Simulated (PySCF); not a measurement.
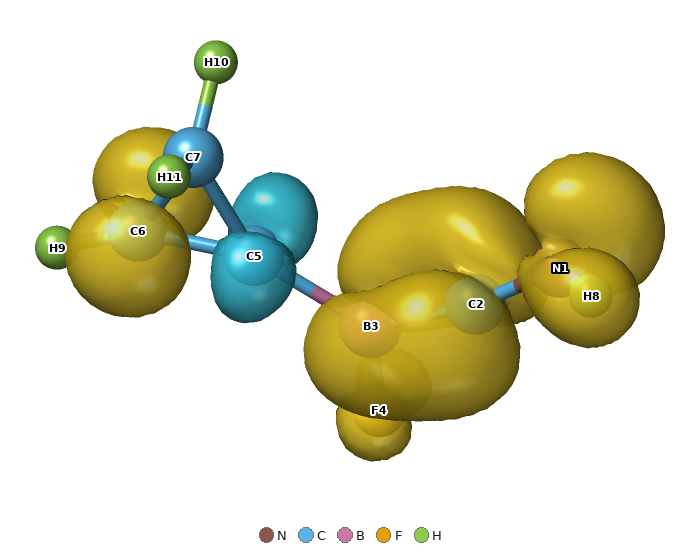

The picture shows: C4H4BFN (doublet). Isosurfaces of the spin density (α minus β) at +0.02 (yellow) and −0.02 e/Å³ (cyan), seen at an oblique angle.

Geometry: GFN2-xTB.

The calculation used UKS B3LYP, pcH-1 on B C F H N, non-relativistic, mean-field spin-orbit, GIAO (PySCF).

```csv
atom,x (Å),y (Å),z (Å)
N,2.5616,0.6260,-1.0356
C,1.8983,0.0508,-0.2165
B,0.9460,-0.7400,0.5858
F,1.4012,-1.7121,1.4083
C,-0.5270,-0.3972,0.5010
C,-1.7811,-0.5501,0.8804
C,-1.5655,0.4701,-0.1757
H,3.0643,1.5012,-0.9849
H,-2.5096,-1.0243,1.4904
H,-1.8537,0.2539,-1.1991
H,-1.6290,1.5243,0.0745
```

**Describe the spin distribution.**

The unpaired spin (1 electron) lies mostly on C2 (about 0.3), N1 (about 0.2), B3 (about 0.2) and C6 (about 0.1), in electrons by Hirshfeld's partition.
